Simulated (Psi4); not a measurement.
# A workflow on BH3O− (SMILES [BH2-]O)

Wanted: a structure relaxation (UCAM-B3LYP-D3(BJ)/3-21G), then vibrational wavenumbers, then the energy (UMP2/def2-TZVPP), then the vertical excitations (TDA-CAM-B3LYP/3-21G) of BH3O−. 

The results are computed with Psi4 1.11.

## 1. The system as given

BH3O−: 5 atoms, total charge -1, spin state doublet. As SMILES, `[BH2-]O`. The shape is that of a GFN2-xTB optimisation. The run starts from this shape.

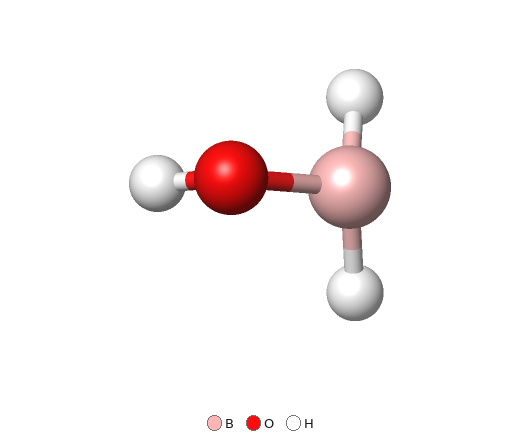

Viewed from a chosen angle; boron pink, oxygen red, hydrogen white.

## 2. A structure relaxation at UCAM-B3LYP-D3(BJ)/3-21G (density fitting) (run 1)

File input.inp:

```
memory 1.6 GB

molecule {
  -1 2
  B
  O 1 r2
  H 1 r3 2 a3
  H 1 r4 3 a4 2 d4
  H 2 r5 1 a5 4 d5

  r2 = 1.52749
  r3 = 1.267057
  a3 = 111.74232
  r4 = 1.266831
  a4 = 109.51357
  d4 = 124.3733
  r5 = 0.962563
  a5 = 108.19583
  d5 = -62.00387
  symmetry c1
}

set globals {
  basis        3-21G
  reference    uks
  geom_maxiter 60
}

result = optimize("cam-b3lyp-d3bj2b")
print_variables()
```

Started as:

```sh
$ psi4 input.inp input.out -n 1
```

input.out:

```text
[...]
  Running in c1 symmetry.
[...]
  Nuclear repulsion =   28.051309036259024
[...]
  Multiplicity = 2
[...]
  Nalpha       = 9
  Nbeta        = 8
[...]
    Number of basis functions: 24
[...]
   @DF-UKS iter   1:  -101.05973270966398   -5.95109e-01   2.37621e-02 DIIS/ADIIS
[...]
   @DF-UKS iter   8:  -101.20859711187886   -2.33058e-12   7.74404e-09 DIIS
[...]
   @S^2 Observed:                7.524046465E-01
[...]
  @DF-UKS Final Energy:  -101.20859711187886
   => Energetics <=
    Nuclear Repulsion Energy =             28.1998148939751019
    One-Electron Energy =                -198.1731965188747040
    Two-Electron Energy =                  78.8222160003111298
    DFT Exchange-Correlation Energy =     -10.0564550635641936
    Empirical Dispersion Energy =          -0.0009764237261796
    VV10 Nonlocal Energy =                  0.0000000000000000
    Total Energy =                       -101.2085971118788592
[...]
 Multipole Moments:
 ------------------------------------------------------------------------------------
     Multipole            Electronic (a.u.)      Nuclear  (a.u.)        Total (a.u.)
 ------------------------------------------------------------------------------------
 L = 1.  Multiply by 2.5417464519 to convert [e a0] to [Debye]
 Dipole X            :          0.6482553           -1.3129649           -0.6647096
 Dipole Y            :         -0.1929309            0.3907057            0.1977749
 Dipole Z            :          2.2545247           -0.8841066            1.3704181
 Magnitude           :                                                    1.5359035
[...]
  -Total Gradient:
     Atom            X                  Y                   Z
    ------   -----------------  -----------------  -----------------
       1        0.000128080766    -0.000035471216     0.000111068787
       2       -0.000076189615     0.000022531832    -0.000112588352
       3       -0.000033118836     0.000033955925    -0.000022022229
       4       -0.000047796495    -0.000011958863    -0.000022221489
       5        0.000020617038    -0.000006569369     0.000035831358
[...]
    Final optimized geometry and variables:
    Molecular point group: c1
    Full point group: C1
    Geometry (in Angstrom), charge = -1, multiplicity = 2:
    B
    O             1          r2
    H             1          r3      2          a3
    H             1          r4      3          a4      2          d4
    H             2          r5      1          a5      4          d5
    a3        =  117.8457532668
    a4        =  115.8709784828
    a5        =  109.5930945136
    d4        =  147.4859814805
    d5        =  -73.4084407482
[...]
```

Standard output:

```text
Optimizer: Optimization complete!
```

Run time: 15 s. Hardware: 1 thread of Intel Xeon 6975P-C (Granite Rapids), shared host; peak memory 0.31 GiB.

Step by step:

| step | energy from the first frame kept (eV) | largest force (eV/Å) |
| --- | --- | --- |
| 0 | 0.0000 | 2.1385 |
| 1 | -0.1346 | 0.6183 |
| 2 | -0.1482 | 0.0971 |
| 3 | -0.1494 | 0.0371 |
| 4 | -0.1495 | 0.0202 |
| 5 | -0.1496 | 0.0089 |

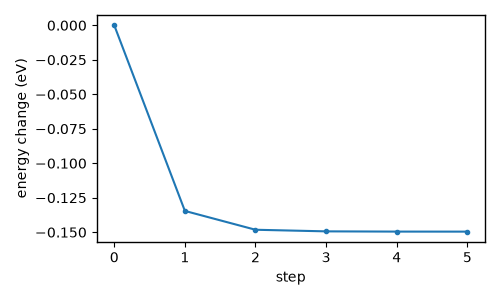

Energy along the run.

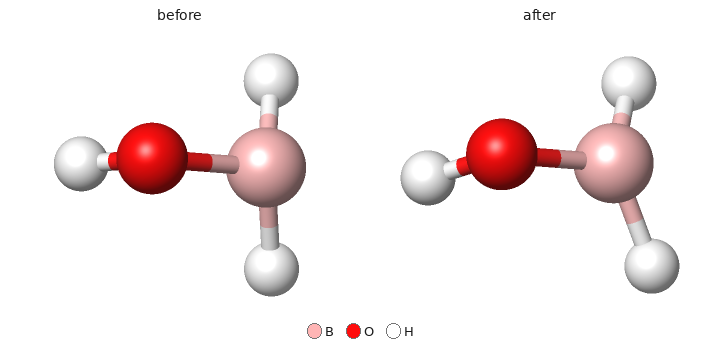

Before and after, at one scale.

After the run. Bond lengths: B1–O2 1.497 Å, B1–H3 1.234 Å, B1–H4 1.234 Å, O2–H5 1.001 Å. Angles: B1–O2–H5 109.6°, O2–B1–H3 117.8°, O2–B1–H4 117.8°, H3–B1–H4 115.9°.

## 3. Vibrational wavenumbers at UCAM-B3LYP-D3(BJ)/3-21G (density fitting) (run 2)

File bh3o.in:

```
memory 1600 MB

molecule molecule1 {
  -1 2
  B     -0.99984275    -0.42583655     0.34467093
  O      0.50703242     1.96108596     0.52968078
  H     -0.10437146    -2.35616344     1.29916592
  H     -2.30597988    -0.74455020    -1.56100449
  H      1.98010417     1.87452139    -0.65351643
  units au
}

set basis 3-21G
set reference uks
set t 400.0
set rotational_symmetry_number 1

freq("cam-b3lyp-d3(bj)")
```

Started as:

```sh
$ psi4 bh3o.in bh3o.out -n 1
```

bh3o.out:

```text
[...]
  Running in c1 symmetry.
[...]
  Nuclear repulsion =   28.199818726777632
[...]
  Multiplicity = 2
[...]
  Nalpha       = 9
  Nbeta        = 8
[...]
    Number of basis functions: 24
[...]
   @DF-UKS iter   1:  -101.05878000801104   -5.83074e-01   2.35810e-02 DIIS/ADIIS
[...]
   @DF-UKS iter  11:  -101.20859557440853   -4.30589e-12   9.85304e-09 DIIS
[...]
   @S^2 Observed:                7.524091736E-01
[...]
  @DF-UKS Final Energy:  -101.20859557440853
   => Energetics <=
    Nuclear Repulsion Energy =             28.1980808158326646
    One-Electron Energy =                -198.1706480100230579
    Two-Electron Energy =                  78.8212919230966378
    DFT Exchange-Correlation Energy =     -10.0563439372659964
    Empirical Dispersion Energy =          -0.0009763660487884
    VV10 Nonlocal Energy =                  0.0000000000000000
    Total Energy =                       -101.2085955744085339
[...]
  -Total Gradient:
     Atom            X                  Y                   Z
    ------   -----------------  -----------------  -----------------
       1       -0.000300879030     0.000134683647    -0.000356247777
       2       -0.000665555839    -0.000082770879     0.000491036276
       3        0.000012676914    -0.000048044932    -0.000037533372
       4        0.000318373467     0.000012590061     0.000410182419
       5        0.000635607151    -0.000027817718    -0.000514337382
[...]
  ==> Harmonic Vibrational Analysis <==
[...]
  Freq [cm^-1]                 210.0129            577.1651            927.7949
[...]
  IR activ [km/mol]            66.6645              0.1354             65.0978
[...]
  Freq [cm^-1]                 979.5318           1031.7726           1278.3007
[...]
  IR activ [km/mol]            35.9765             18.0081             77.4929
[...]
  Freq [cm^-1]                2357.6888           2373.0751           3246.9202
[...]
  IR activ [km/mol]            193.3173            512.1162            224.3512
[...]
  Total E_0, Enthalpy at 0 [K]                                                         -101.17902141 [Eh]
[...]
  Total H, Enthalpy at  400.00 [K]                                                     -101.17225644 [Eh]
[...]
  Total G, Gibbs energy at  400.00 [K]                                                 -101.21246147 [Eh]
[...]
```

The script printed:

```text
Warning: used thermodynamics relations inappropriate for low-frequency modes: ['210.0129' '577.1651']
```

Run time: 59 s. Hardware: 1 thread of Intel Xeon 6975P-C (Granite Rapids), shared host; peak memory 0.29 GiB.

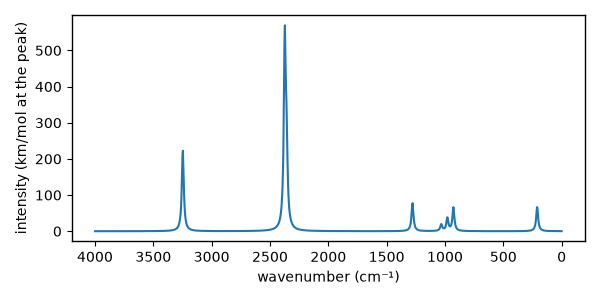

Harmonic infrared spectrum, unscaled, lines broadened by 10 cm⁻¹.

## 4. The energy at UMP2/def2-TZVPP (density fitting, density fitting for correlation) (run 3)

File calc.inp:

```
memory 1600 MB

molecule {
  -1 2
  B
  O 1 1.496954
  H 1 1.23414 2 117.84579
  H 1 1.234149 3 115.87099 2 147.48606
  H 2 1.000885 1 109.59308 3 73.43246
}

set basis def2-TZVPP
set reference uhf
set num_frozen_docc 2

e, wfn = energy("mp2", return_wfn=True)
```

Started as:

```sh
$ psi4 -i calc.inp -o calc.out -n 1
```

calc.out:

```text
[...]
  Running in c1 symmetry.
[...]
  Nuclear repulsion =   28.199822151240816
[...]
  Multiplicity = 2
[...]
  Nalpha       = 9
  Nbeta        = 8
[...]
    Number of basis functions: 104
[...]
   @DF-UHF iter   1:  -101.15927965991483   -8.83764e-01   4.86356e-03 DIIS/ADIIS
[...]
   @DF-UHF iter  15:  -101.28883882059091   -3.49587e-12   4.35500e-09 DIIS
[...]
   @S^2 Observed:                7.569503993E-01
[...]
    Orbital Energies [Eh]
    ---------------------
    Alpha Occupied:
       1A    -20.315866     2A     -7.353907     3A     -1.074259
       4A     -0.475276     5A     -0.388186     6A     -0.306799
       7A     -0.287552     8A     -0.178596     9A      0.004577
    Alpha Virtual:
      10A      0.309240    11A      0.336078    12A      0.367347
      13A      0.384843    14A      0.446742    15A      0.464953
      16A      0.490637    17A      0.693591    18A      0.724485
      19A      0.740477    20A      0.753245    21A      0.815393
      22A      0.819097    23A      0.889355    24A      0.898833
      25A      0.939926    26A      0.996527    27A      1.024607
[...]
  @DF-UHF Final Energy:  -101.28883882059091
   => Energetics <=
    Nuclear Repulsion Energy =             28.1998221512408165
    One-Electron Energy =                -198.2991092042897208
    Two-Electron Energy =                  68.8104482324579863
    Total Energy =                       -101.2888388205909109
  UHF NO Occupations:
  HONO-2 :    7  A 1.9995302
  HONO-1 :    8  A 1.9974021
[...]
 Multipole Moments:
 ------------------------------------------------------------------------------------
     Multipole            Electronic (a.u.)      Nuclear  (a.u.)        Total (a.u.)
 ------------------------------------------------------------------------------------
 L = 1.  Multiply by 2.5417464519 to convert [e a0] to [Debye]
 Dipole X            :          0.4811918           -1.3129642           -0.8317724
 Dipole Y            :         -0.1431930            0.3907041            0.2475111
 Dipole Z            :          2.2697548           -0.8841074            1.3856474
 Magnitude           :                                                    1.6349696
[...]
```

It took 1.7 s on 1 thread of Intel Xeon 6975P-C (Granite Rapids), shared host; peak memory 0.21 GiB.

## 5. The excited states at TDA-CAM-B3LYP/3-21G (density fitting, save jk yes) (run 4)

File run.py:

```python
import psi4

psi4.set_memory('1600 MB')
psi4.set_num_threads(1)
psi4.set_output_file('output.dat', False)

mol = psi4.geometry("""
-1 2
B     -0.529094    -0.225343     0.182392
O      0.268310     1.037762     0.280295
H     -0.055231    -1.246828     0.687489
H     -1.220272    -0.393999    -0.826048
H      1.047826     0.991954    -0.345826
""")

options = {'basis': '3-21G', 'reference': 'uks', 'save_jk': True}
psi4.set_options(options)

from psi4.driver.procrouting.response.scf_response import tdscf_excitations
result, w = psi4.energy('cam-b3lyp', molecule=mol, return_wfn=True)
states = tdscf_excitations(w, states=4, tda=True)
for k, s in enumerate(states, 1):
    print(f"root {k}: {s['EXCITATION ENERGY'] * 27.211386:.4f} eV  f = {s['OSCILLATOR STRENGTH (LEN)']:.4f}  {s['SYMMETRY']}")
print(f'cam-b3lyp energy: {result:.10f} Eh')
```

Started as:

```sh
$ python run.py
```

output.dat:

```text
[...]
  Running in c1 symmetry.
[...]
  Nuclear repulsion =   28.199818684328445
[...]
  Multiplicity = 2
[...]
  Nalpha       = 9
  Nbeta        = 8
[...]
    Number of basis functions: 24
[...]
   @DF-UKS iter   1:  -101.05780350816229   -5.83074e-01   2.35810e-02 DIIS/ADIIS
[...]
   @DF-UKS iter   9:  -101.20762068251399   -7.49510e-09   4.66971e-07 DIIS
[...]
   @S^2 Observed:                7.524047330E-01
[...]
    Orbital Energies [Eh]
    ---------------------
    Alpha Occupied:
       1A    -18.824206     2A     -6.482420     3A     -0.782841
       4A     -0.317170     5A     -0.232519     6A     -0.155427
       7A     -0.130022     8A     -0.044258     9A      0.088635
    Alpha Virtual:
      10A      0.378031    11A      0.496694    12A      0.522037
      13A      0.558282    14A      0.750736    15A      0.783940
      16A      0.840379    17A      1.022737    18A      1.263881
      19A      1.441773    20A      1.464983    21A      1.896019
      22A      1.898149    23A      2.047275    24A      3.170706
[...]
  @DF-UKS Final Energy:  -101.20762068251399
   => Energetics <=
    Nuclear Repulsion Energy =             28.1998186843284451
    One-Electron Energy =                -198.1732270838849104
    Two-Electron Energy =                  78.8222454922985918
    DFT Exchange-Correlation Energy =     -10.0564577752561153
    Empirical Dispersion Energy =           0.0000000000000000
    VV10 Nonlocal Energy =                  0.0000000000000000
    Total Energy =                       -101.2076206825139906
[...]
 Multipole Moments:
 ------------------------------------------------------------------------------------
     Multipole            Electronic (a.u.)      Nuclear  (a.u.)        Total (a.u.)
 ------------------------------------------------------------------------------------
 L = 1.  Multiply by 2.5417464519 to convert [e a0] to [Debye]
 Dipole X            :          0.7700116            0.4018253            1.1718369
 Dipole Y            :          2.1383555           -1.2240120            0.9143436
 Dipole Z            :          0.6122532           -0.9992505           -0.3869973
 Magnitude           :                                                    1.5359013
[...]
                                    Excitation Energy         Total Energy        Oscillator Strength             Rotatory Strength
[...]
Excited State    1 (1 A):   0.14372 au   317.03 nm f = 0.0185
[...]
Excited State    2 (1 A):   0.19847 au   229.58 nm f = 0.0003
[...]
Excited State    3 (1 A):   0.22893 au   199.03 nm f = 0.0001
[...]
Excited State    4 (1 A):   0.24518 au   185.84 nm f = 0.0055
[...]
```

Standard output:

```text
root 1: 3.9108 eV  f = 0.0185  A
root 2: 5.4005 eV  f = 0.0003  A
root 3: 6.2294 eV  f = 0.0001  A
root 4: 6.6716 eV  f = 0.0055  A
cam-b3lyp energy: -101.2076206825 Eh
```

Run time: 6.6 s. Hardware: 1 thread of Intel Xeon 6975P-C (Granite Rapids), shared host; peak memory 0.27 GiB.

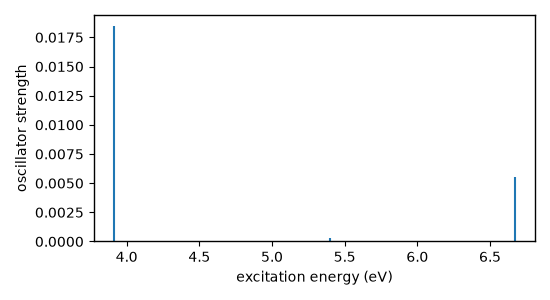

Vertical excitations as sticks.

The roots found:

| excited state | energy (eV) | strength | label |
| --- | --- | --- | --- |
| 1 | 3.911 | 0.0185 | A 1 |
| 2 | 5.401 | 0.0003 | A 1 |
| 3 | 6.229 | 0.0001 | A 1 |
| 4 | 6.672 | 0.0055 | A 1 |

## 6. What came out

| quantity | value |
| --- | --- |
| run 1, UCAM-B3LYP-D3(BJ)/3-21G: total energy at the end | -101.20860 Eh |
| run 1, UCAM-B3LYP-D3(BJ)/3-21G: HOMO energy (highest over α and β) | 2.41 eV |
| run 1, UCAM-B3LYP-D3(BJ)/3-21G: LUMO energy (lowest over α and β) | 8.81 eV |
| run 1, UCAM-B3LYP-D3(BJ)/3-21G: dispersion energy | -2.56 kJ/mol |
| run 1, UCAM-B3LYP-D3(BJ)/3-21G: ⟨S²⟩ | 0.752 |
| run 2, UCAM-B3LYP-D3(BJ)/3-21G: lowest harmonic wavenumber | 210 cm⁻¹ |
| run 2, UCAM-B3LYP-D3(BJ)/3-21G: highest harmonic wavenumber | 3247 cm⁻¹ |
| run 2, UCAM-B3LYP-D3(BJ)/3-21G: zero-point energy | 77.7 kJ/mol |
| run 2, UCAM-B3LYP-D3(BJ)/3-21G: ideal-gas entropy at 400 K (symmetry number 1 as used) | 63.1 cal/(mol K) |
| run 3, UMP2/def2-TZVPP: total energy | -101.65926 Eh |
| run 3, UMP2/def2-TZVPP: HOMO energy (Hartree–Fock orbitals) (highest over α and β) | 0.12 eV |
| run 3, UMP2/def2-TZVPP: LUMO energy (Hartree–Fock orbitals) (lowest over α and β) | 8.41 eV |
| run 3, UMP2/def2-TZVPP: correlation energy (2 core orbitals frozen) | -370.4 mEh |
| run 3, UMP2/def2-TZVPP: ⟨S²⟩ of the reference determinant | 0.757 |
| run 4, TDA-CAM-B3LYP/3-21G: ground-state or mean-field energy | -101.20762 Eh |
| run 4, TDA-CAM-B3LYP/3-21G: HOMO energy (CAM-B3LYP Kohn–Sham orbitals) (highest over α and β) | 2.41 eV |
| run 4, TDA-CAM-B3LYP/3-21G: LUMO energy (CAM-B3LYP Kohn–Sham orbitals) (lowest over α and β) | 8.81 eV |
| run 4, TDA-CAM-B3LYP/3-21G: ⟨S²⟩ of the reference determinant | 0.752 |
| run 4, TDA-CAM-B3LYP/3-21G: lowest excitation energy | 3.91 eV |

The optimisation (run 1, UCAM-B3LYP-D3(BJ)/3-21G) took 6 steps and changed the energy by -0.150 eV. The HOMO (run 1, UCAM-B3LYP-D3(BJ)/3-21G) lies at positive energy, 2.41 eV; only total energies tell whether the electron is bound. All 9 modes (run 2, UCAM-B3LYP-D3(BJ)/3-21G) are real, so the shape is a minimum at this level. The HOMO (run 3, UMP2/def2-TZVPP) lies at positive energy, 0.12 eV: the electron is unbound at this level or held by a compact basis; values depend on the basis. The brightest of the 4 transitions from the ground state lies at 3.91 eV (317 nm, f = 0.018). For an anion, states without diffuse functions may be basis-held continuum.
